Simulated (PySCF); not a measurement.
Atomic calculation for Pd⁺

System: Pd⁺, configuration 1s2 2s2 2p6 3s2 3p6 3d10 4s2 4p6 4d9, multiplicity 2.
Method: unrestricted HF, jorge-DZP-DKH, spin-free X2C-1e, Gaussian nucleus (PySCF).

Input file:
```python
from pyscf import gto, scf, dft, mp, cc
import basis_set_exchange as bse
mol = gto.M(atom="Pd 0 0 0", charge=1, spin=1, symmetry="D2h",
            basis=gto.basis.parse(bse.get_basis("jorge-DZP-DKH", elements=["Pd"], fmt="nwchem", header=False)),
            nucmod="G")
mf = scf.UHF(mol).sfx2c1e()
mf.irrep_nelec = {'Ag': (8, 7), 'B1g': (2, 2), 'B2g': (2, 2), 'B3g': (2, 2), 'B1u': (3, 3), 'B2u': (3, 3), 'B3u': (3, 3)}
mf.kernel()
```

The script is an equivalent of what the driver set up; the driver started from orbitals of its own, so the log can be shorter than this script's would be, and it computed the properties (radii, ⟨L²⟩, response) afterwards. It held the occupations shell by shell, which the script's counts by irreducible representation don't always enforce.

The run was one of a batch that the task file lists, launched with:
```bash
OMP_NUM_THREADS=1 python <driver script> TASK.json OUT
```

Output (extracts):
```
damping factor = 0
level_shift factor = 0
DIIS = <class 'pyscf.scf.diis.CDIIS'>
diis_start_cycle = 1
diis_space = 10
diis_damp = 0
SCF conv_tol = 1e-09
SCF conv_tol_grad = None
number electrons alpha = 23  beta = 22
cycle= 1 E= -5039.85166198392  delta_E= -0.00304  |g|= 0.0171  |ddm|= 0.0876
cycle= 2 E= -5039.85178159282  delta_E= -0.00012  |g|= 0.00431  |ddm|= 0.0273
cycle= 3 E= -5039.85179445447  delta_E= -1.29e-05  |g|= 0.000882  |ddm|= 0.0127
cycle= 4 E= -5039.85179509609  delta_E= -6.42e-07  |g|= 0.00017  |ddm|= 0.00341
cycle= 5 E= -5039.85179510622  delta_E= -1.01e-08  |g|= 2.29e-05  |ddm|= 0.000298
cycle= 6 E= -5039.85179510658  delta_E= -3.61e-10  |g|= 2.53e-06  |ddm|= 6.79e-05
converged SCF energy = -5039.85179510658  <S^2> = 0.75214161  2S+1 = 2.0021405
```

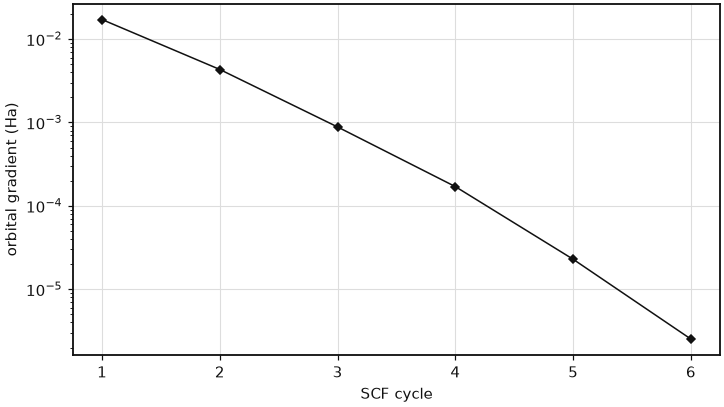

**Figure 1.** Convergence: orbital gradient against the SCF cycle. The residual falls at every step. It goes from 0.017 to 2.5×10⁻⁶ in 6 steps.

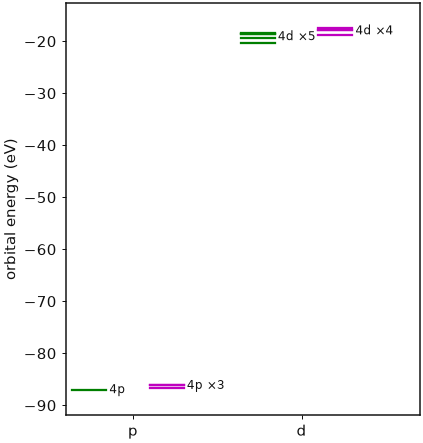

**Figure 2.** Orbital energies of the mean field, from the top down to −87.1 eV, by angular momentum, α spin at the left of each column and β at the right; ×n counts the orbitals under one label. The highest filled orbital is 4d β at −17.5 eV, the lowest empty one d β at −3.47 eV.

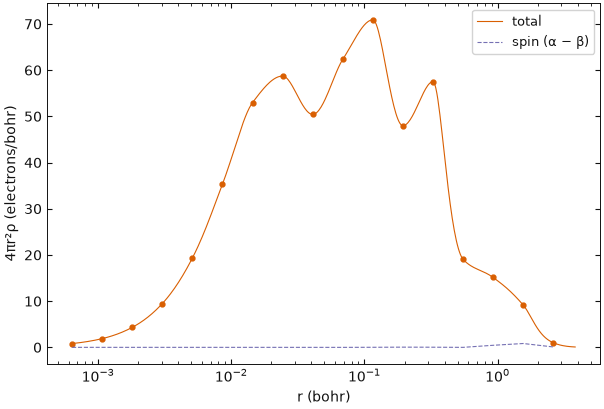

**Figure 3.** Spherically averaged radial density 4πr²ρ of the mean field and its spin part; markers are the stored points, which are sparse, and the line is a monotone interpolation between them. The largest stored value is 70.9 electrons/bohr at r = 0.12 bohr. Root-mean-square radii of the shells: 3d 0.384, 3s 0.402, 3p 0.404, 4s 0.992, 4p 1.09, 4d 1.69 bohr.

Key numbers:

- outcome: converged
- total energy: −5039.8518 hartree
- ⟨S²⟩: 0.752
- ⟨L²⟩: 6.02
- SCF iterations: 6
- hardware: 1 thread of Arm Neoverse V2, 23 GiB of memory available, shared host

Remarks:

Radii and densities are those of the two-component orbitals, without the picture-change correction, so the innermost s shells come out slightly too small (about 1 % for 1s near Z = 40, more for heavier atoms).
